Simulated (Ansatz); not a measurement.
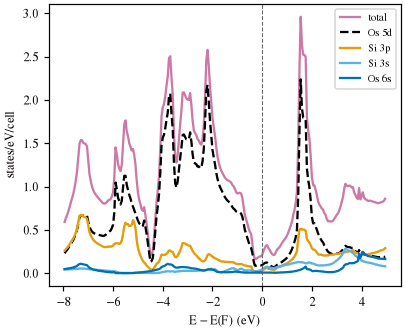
*Total and projected density of states of SiOs (CsCl type, Pm-3m), r²SCAN (plane waves, PAW; program Ansatz)*

Problem. Which orbitals carry the states next to the Fermi level?

Solution. Within 0.5 eV of the Fermi level: Os 5d 48 %, Si 3s 17 %, Si 3p 16 %, outside the projected shells 16 %. Projections are on Löwdin-orthogonalised atomic valence shells; empty p or d shells of many metals are not among them.

Problem. Where is the tallest occupied peak in this window, and what makes it?

Solution. Near -2.2 eV, about 2.6 states/eV per cell; the largest projected share is Os 5d.

The workflow started from a Materials Project entry (that database holds measured and hypothetical structures alike); the Crystallography Open Database copy checked does not list it. COD files the formula under space group No. 198, so this cell is another polymorph or a model. Its standing as an ambient phase is unchecked. The r²SCAN relaxation kept the symmetry of its start; whether a distortion lowers the energy is not shown. No spin polarisation was allowed. Spin–orbit coupling is left out wherever it is not named.

Potentials: the earlier of the program's two PAW sets.
